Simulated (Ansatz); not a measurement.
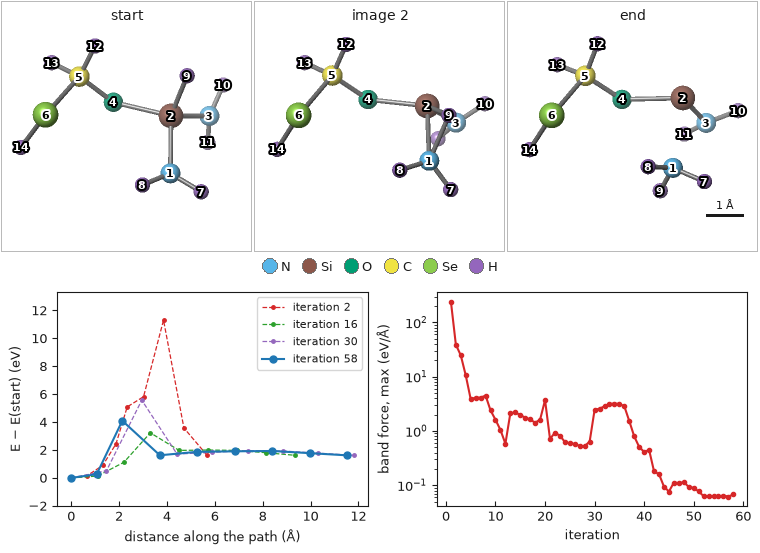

NEB run on CH$_{8}$N$_{2}$OSeSi. Images are numbered from 0 (start) to 8 (end). The plot follows the band through its iterations. Style: ball-and-stick. Shown at a tilt.

These are results of RHF/def2-SVP (Ansatz), not measurements. Settings: 7 movable images; climbing image; force threshold 0.05 eV/Å; iteration limit 58; starting path through a guess of the saddle point.

How did the profile develop, and is the result final?

Answer. The result isn't final. The band hadn't converged when the run stopped after 58 iterations. The largest component of the band force went from 240 to 0.068 eV/Å. The barrier read from it is provisional, though the highest image hardly moved in the last two iterations. The first iteration put the highest image at 47.16 eV. The highest point, image 2, lies 4.10 eV above the start and 2.48 eV above the end; the end is at +1.62 eV relative to the start. The profile has 2 maxima (images 2, 6) with a dip at image 3 (+1.62 eV), which on an unconverged band is provisional.

Limits of the set-up: Hartree-Fock leaves out electron correlation.

Cost: 27 min on 2 threads of Intel(R) Xeon(R) Platinum 8259CL CPU @ 2.50GHz (Skylake/Cascade Lake), with other jobs on the host, peak memory 0.51 GiB.
